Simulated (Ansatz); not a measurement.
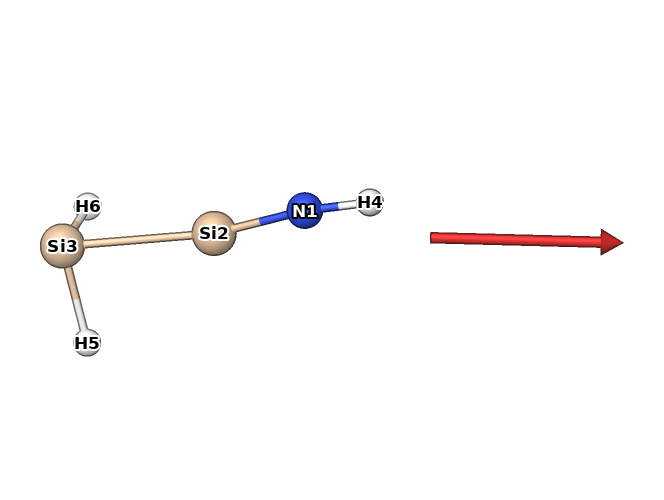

The arrow beside the molecule shows the direction of the dipole moment, from the negative to the positive end (its length means nothing). Computed geometry: PBE-D4/def2-SVP optimisation. No frequency run is at hand to confirm it as a minimum. Level of theory: RKS PBE-D4/def2-SVP (Ansatz 0.2.0).

Estimate the dipole moment.

1.65 D; it points from the side of Si3 to the side of H4 (the outermost atoms at the two ends).
